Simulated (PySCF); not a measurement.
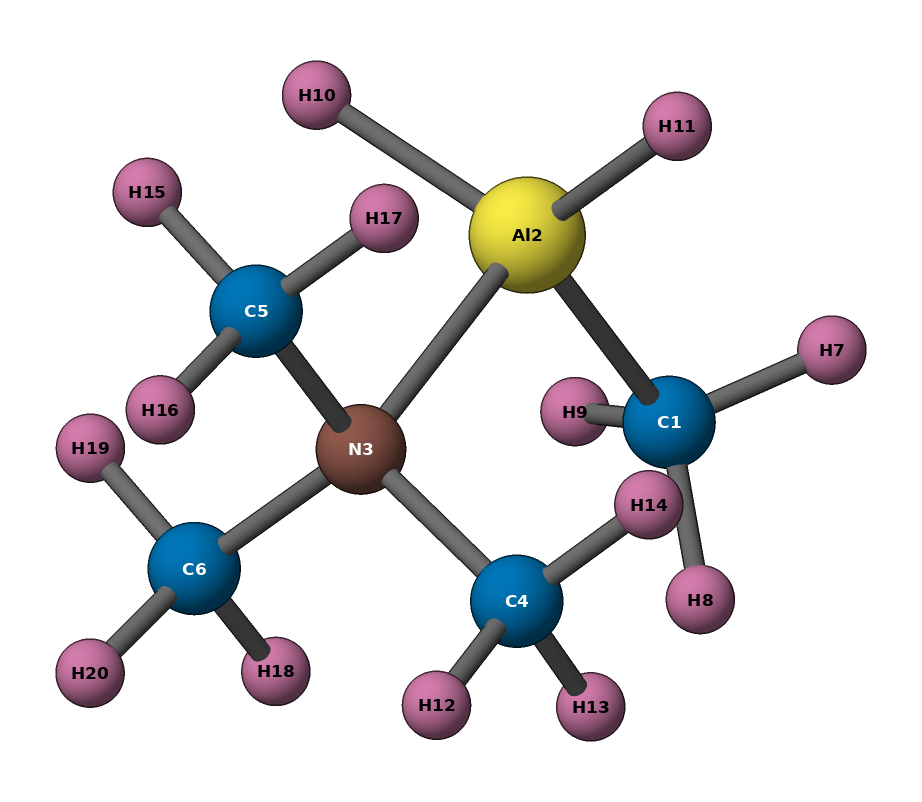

The questions are on isotropic NMR shieldings of the C atoms. Computed geometry: GFN2-xTB optimisation. No frequency run is at hand to confirm it as a minimum. Method: GIAO PBE0/pcSseg-1 NMR shielding, non-relativistic, gas phase (PySCF 2.14.0).

Give the isotropic NMR shieldings of the C atoms atom by atom.

```
atom  σ (ppm)
  C1    200.6
  C4    140.0
  C5    138.9
  C6    140.0
```

The geometry is semi-empirical. Around Al such bond lengths and angles can be off by a tenth of an ångström or more and by several degrees, and values that hang on the shape move with them.
